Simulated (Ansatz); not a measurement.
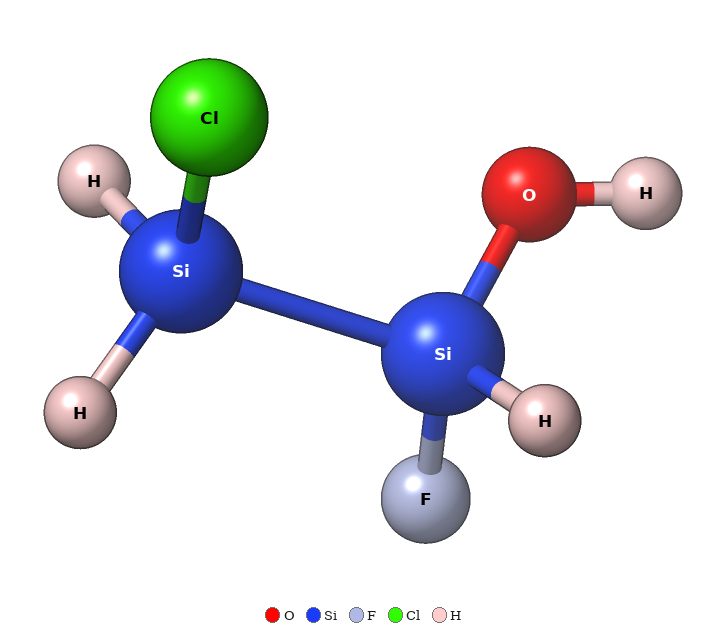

The picture shows a molecular structure as a ball-and-stick model.

Identify the structure.

Formula ClFH₄OSi₂. As SMILES it reads `O[Si@H](F)[SiH2]Cl`. It has no ring. Among its groups: Si–H bond, Si–O bond. This geometry has C1 symmetry. Coordination: 1 O bent; 2 Si tetrahedral.

The parts below concern this one geometry. Atoms keep their numbers from picture to picture. The geometry was computed by an optimisation with PBE0-D4/def2-TZVP. No frequency run is at hand to confirm it as a minimum.

## Electronic properties

No frequency run is at hand to confirm it as a minimum. Level of theory: RKS ωB97X-V/def2-TZVPP (Ansatz 0.2.0).

**Estimate the LUMO energy (Kohn–Sham orbital).**

1.31 eV.

**Estimate the HOMO energy (Kohn–Sham orbital).**

−10.51 eV.

## Dipole moment

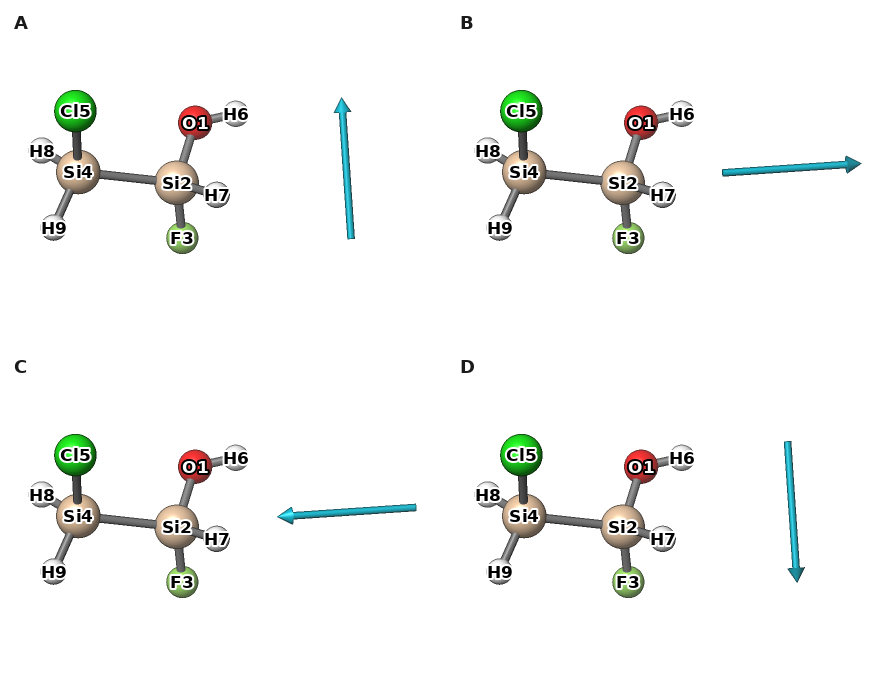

The same molecule four times, each with an arrow. No frequency run is at hand to confirm it as a minimum. Method: RKS r2SCAN-D4/def2-TZVPP (Ansatz 0.2.0).

**Which arrow points along the dipole moment, from the negative to the positive end?**

B. The dipole moment is 1.37 D; it points from the side of H9 to the side of H6 (the outermost atoms at the two ends).

## Charges

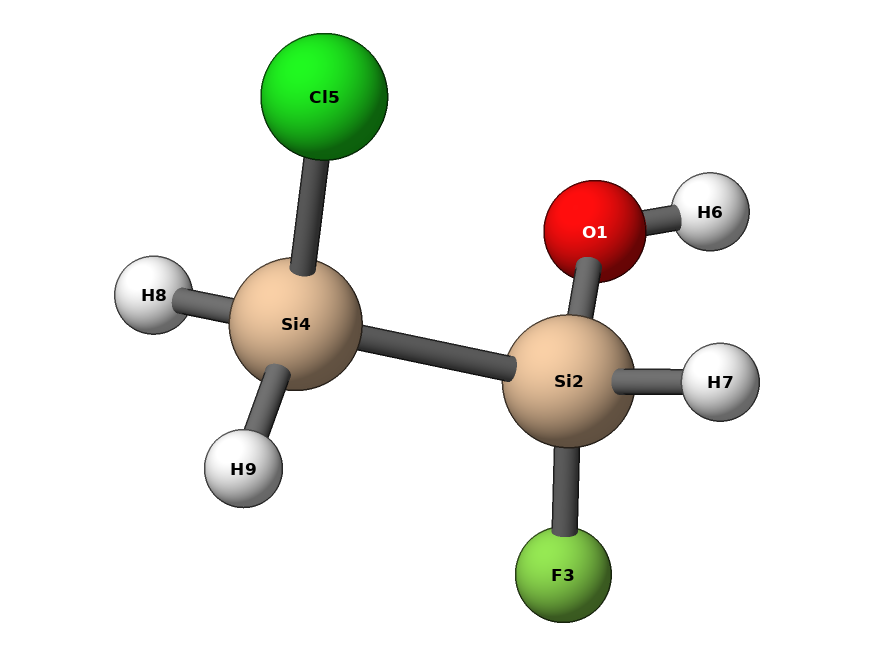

The questions are on Mulliken charges. No frequency run is at hand to confirm it as a minimum. Method: RKS PBE-D4/def2-TZVPP (Ansatz 0.2.0).

Give the Mulliken charges atom by atom.

| atom | value (e) |
| --- | --- |
| O1 | −0.33 |
| Si2 | 0.56 |
| F3 | −0.27 |
| Si4 | 0.26 |
| Cl5 | −0.22 |
| H6 | 0.19 |
| H7 | −0.10 |
| H8 | −0.04 |
| H9 | −0.04 |

Mulliken values depend strongly on the basis set and can even reverse the polarity of a bond.
